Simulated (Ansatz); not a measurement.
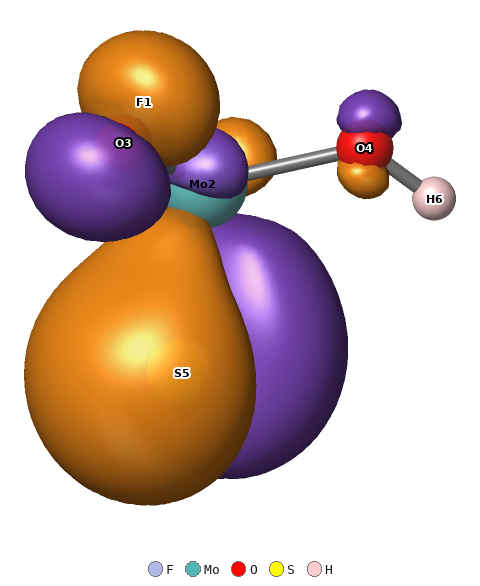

The picture shows: FHMoO2S. One frontier orbital at ±0.08 Å⁻³ᐟ² (orange and purple are the two phases), seen across its widest extent.

Geometry: PBE0-D4/def2-SVP; core potentials replace the inner electrons of Mo.

These are results of isolated molecule in a Gaussian basis; Kohn-Sham density functional theory, functional PBE0 (Ansatz), not measurements.

```xyz
6

F    -2.4965    1.4551    1.7068
Mo   -2.5076   -0.3848    1.7537
O    -2.9046   -0.9168    3.2764
O    -0.8485   -1.0694    1.3150
S    -3.9460   -1.1148    0.3962
H    -0.5851   -1.4507    0.4679
```

### Which orbital is it: HOMO or LUMO?

The HOMO, at −8.15 eV. By Hirshfeld shares it lies mainly on S5 (about 70 %), O3 (about 15 %) and Mo2 (about 10 %); largely a lone pair of S5.
